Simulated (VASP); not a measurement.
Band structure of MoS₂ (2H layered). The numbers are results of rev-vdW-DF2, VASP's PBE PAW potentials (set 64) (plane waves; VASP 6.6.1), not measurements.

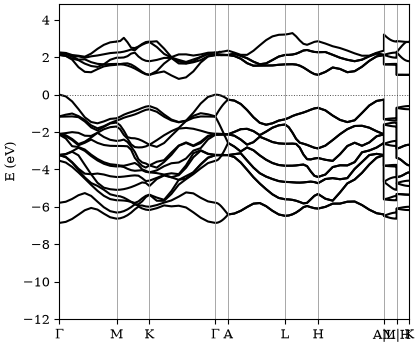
Fig. 1. Bands along high-symmetry lines, zero at the valence-band maximum or, without a gap, the Fermi level

Question: Read the plot: is there a gap, and where are the band edges?

Answer: The gap is indirect, 0.84 eV, from the valence maximum at Γ to the conduction minimum at K-Γ at 0.44. (Edges off the drawn lines would not show.)

Measured: gap 1.29 eV (computed value off by -0.45 eV), as given by Wei Chen et al., Physical Review Materials (2018), doi:10.1103/physrevmaterials.2.073803.

The compound is MoS2 in the 2H layered structure. It was relaxed first.
